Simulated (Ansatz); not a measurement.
C2H3BN: several calculations on one system

## 1. Relaxation

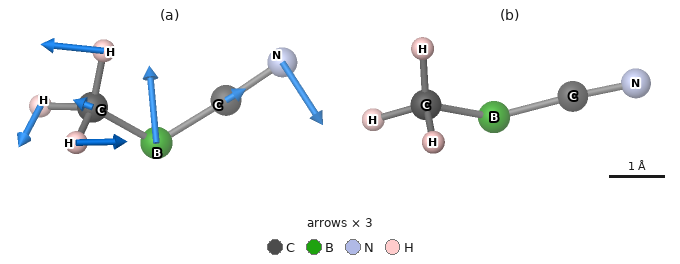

The structure of C₂H₃BN (multiplicity 2) (coarse preliminary run) before (left) and after (right) a relaxation, at one scale. The blue arrows give the displacements, 3 times their true length.

A ball-and-stick model, seen at a tilt.

All numbers below come from UKS PBE-D4/def2-SVP (Ansatz).

Input file:
```yaml
crystal:
  periodic: [false, false, false]
  atoms:
    - {symbol: C, position_ang: [-0.539300, 0.656900, -0.334200]}
    - {symbol: B, position_ang: [-0.418600, -0.830400, 0.043200]}
    - {symbol: C, position_ang: [0.887400, -1.350800, 0.577300]}
    - {symbol: N, position_ang: [2.000600, -1.736900, 0.999900]}
    - {symbol: H, position_ang: [-0.851600, 0.771300, -1.438000]}
    - {symbol: H, position_ang: [-1.399700, 1.162600, 0.263900]}
    - {symbol: H, position_ang: [0.382400, 1.259400, -0.157900]}
basis:
  gaussian: {orbitals: def2-SVP}
magnetization: {spin_polarized: true, initial_magnetization: 1}
hamiltonian: {xc: pbe, dispersion: d4}
relax: {f_tol: 0.03, max_steps: 250}
```

> Summarise the run.

The optimiser took 12 steps. The atom that moves furthest after the best rigid fit is B2 (0.49 Å). Largest moves by element: B 0.49 Å, N 0.46 Å, H 0.39 Å, C 0.14 Å. Some distances before and after: C3–N4 1.252 → 1.187 Å, C1–H5 1.153 → 1.108 Å, C1–H6 1.164 → 1.118 Å, B2–C3 1.504 → 1.488 Å. Bond angles that change, for instance: C1–B2–C3 119.3° → 140.1°, B2–C1–H6 110.6° → 104.8°, B2–C1–H5 110.6° → 115.2°. Groups turn about C1–B2 by about 40°.

## 2. Relaxation

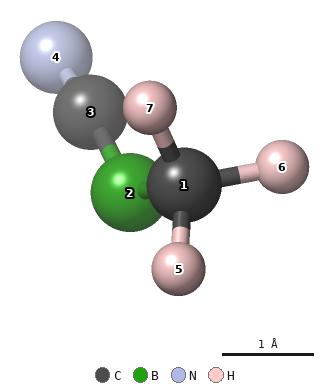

Starting structure of C2H3BN (multiplicity 2). A ball-and-stick model, seen from a free direction.

These are results of Ansatz 0.2.0, UKS PBE0-D4/def2-TZVP, not measurements.

The input:
```yaml
crystal:
  periodic: [false, false, false]
  atoms:
    - {symbol: C, position_ang: [-0.552026, 0.732970, -0.437343]}
    - {symbol: B, position_ang: [0.005393, -0.675774, -0.198667]}
    - {symbol: C, position_ang: [1.008339, -1.379393, 0.646672]}
    - {symbol: N, position_ang: [1.777224, -2.042145, 1.261788]}
    - {symbol: H, position_ang: [-1.137672, 0.857549, -1.369170]}
    - {symbol: H, position_ang: [-1.258391, 0.907715, 0.411947]}
    - {symbol: H, position_ang: [0.218333, 1.531177, -0.361028]}
basis:
  gaussian: {orbitals: def2-TZVP}
magnetization: {spin_polarized: true, initial_magnetization: 1}
hamiltonian: {xc: pbe0, dispersion: d4}
relax: {f_tol: 0.005, max_steps: 200}
```

### What does the optimiser find from here?

N4 moves most after the best rigid fit: 0.078 Å. Largest moves by element: N 0.078 Å, B 0.063 Å, H 0.051 Å, C 0.030 Å. Some distances before and after: C3–N4 1.187 → 1.161 Å, C1–H5 1.108 → 1.090 Å, C1–H6 1.118 → 1.101 Å, C1–H7 1.112 → 1.096 Å. Bond angles that change, for instance: C1–B2–C3 140.1° → 136.4°. The energy falls by 5.06 kJ/mol in 7 accepted moves (8 points after the start). Largest force component: 1.7 eV/Å at the start, 0.0034 eV/Å at the end. The line search rejected the trial step at point 5 of the run.

Step by step:

| step | E − E(0), kJ/mol | largest force component, eV/Å | note |
| --- | --- | --- | --- |
| 0 | 0.00 | 1.6710 |  |
| 1 | -4.76 | 0.1256 |  |
| 2 | -4.96 | 0.0554 |  |
| 3 | -5.01 | 0.0343 |  |
| 4 | -5.04 | 0.0140 |  |
| 5 | -5.04 | 0.0470 | rejected |
| 6 | -5.05 | 0.0058 |  |
| 7 | -5.05 | 0.0091 |  |
| 8 | -5.06 | 0.0034 |  |

The structure at the end:

```xyz
7

C    -0.5518    0.7171   -0.4300
B     0.0081   -0.6927   -0.2589
C     0.9928   -1.3583    0.6325
N     1.7394   -1.9749    1.2738
H    -1.1346    0.8740   -1.3378
H    -1.2214    0.8846    0.4278
H     0.2287    1.4824   -0.3531
```

The end point in the same view:

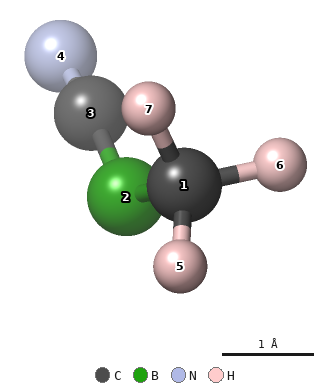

## 3. Scan

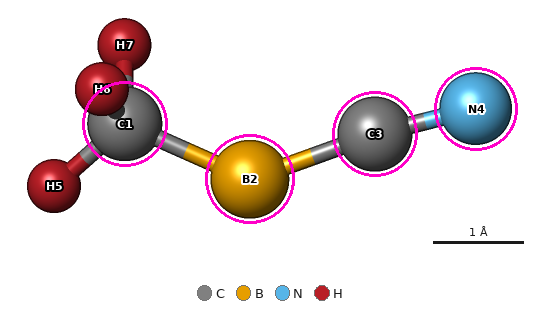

C₂H₃BN (multiplicity 2): the C3–N4 distance and the C3–B2–C1 angle are varied on a grid, with the rest of the molecule carried along rigidly. The picture shows the minimum geometry. The ringed atoms are those of the scanned coordinate. Style: ball-and-stick. Shown onto the plane of the angle.

Single-point energies from Ansatz with CCSD(T) in the def2-TZVPP basis, on geometries moved rigidly from the minimum at PBE0-D4/def2-TZVP. Coupled cluster with a frozen core. Energies are counted from the PBE0-D4/def2-TZVP minimum geometry at the same level.

The input:
```yaml
crystal:
  periodic: [false, false, false]
  atoms:
    - {symbol: C, position_ang: [-0.551781, 0.717029, -0.430091]}
    - {symbol: B, position_ang: [0.007645, -0.692815, -0.258561]}
    - {symbol: C, position_ang: [0.992710, -1.358302, 0.632647]}
    - {symbol: N, position_ang: [1.739442, -1.974856, 1.273829]}
    - {symbol: H, position_ang: [-1.135099, 0.873642, -1.337577]}
    - {symbol: H, position_ang: [-1.220785, 0.885319, 0.428075]}
    - {symbol: H, position_ang: [0.229068, 1.482082, -0.354123]}
basis:
  gaussian: {orbitals: def2-TZVPP}
magnetization: {spin_polarized: true, initial_magnetization: 1}
correlation: {method: ccsd_t}
scf: {omitted_lower_state_checks: [cluster_reference]}
```

Question: Give the energy at each point on a grid with rows 1.045, 1.103, 1.187, 1.285, 1.394 and columns 112.4, 124.4, 136.4, 148.4, 160.4 (C3–N4 distance (Å); C3–B2–C1 angle (°)).

Answer: Rows: C3–N4 distance (Å); columns: C3–B2–C1 angle (°); values in kJ/mol.

|  | 112.4 | 124.4 | 136.4 | 148.4 | 160.4 |
| --- | --- | --- | --- | --- | --- |
| 1.045 | 128.3 | 111.2 | 110.0 | 118.7 | 131.5 |
| 1.103 | 47.2 | 29.7 | 27.7 | 35.2 | 46.5 |
| 1.187 | 23.0 | 4.7 | 1.1 | 6.3 | 15.1 |
| 1.285 | 79.7 | 59.7 | 53.3 | 54.9 | 59.8 |
| 1.394 | 193.3 | 170.5 | 160.3 | 157.1 | 157.4 |

In pairs of (C3–N4 distance (Å); C3–B2–C1 angle (°)): the lowest computed point lies at (1.187, 136.4) (1.1 kJ/mol), the highest at (1.394, 112.4) (193.3 kJ/mol).  Over the ranges scanned the energy rises more along the first axis, the C3–N4 distance. ⟨S²⟩ varies from 0.76 to 1.85, a sign that the unrestricted solution changes its character. The T1 diagnostic reaches 0.082, so the single-reference result is less sure there.

As a map, interpolated between the computed points (dots):

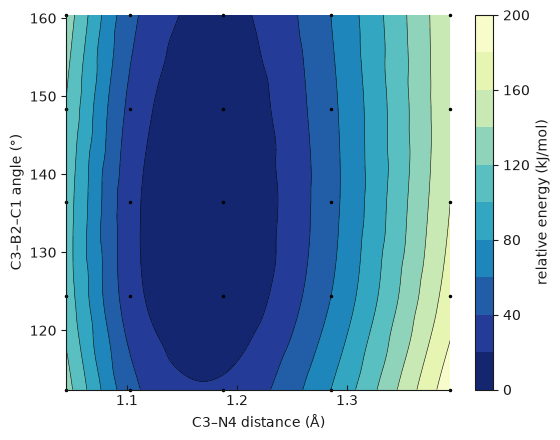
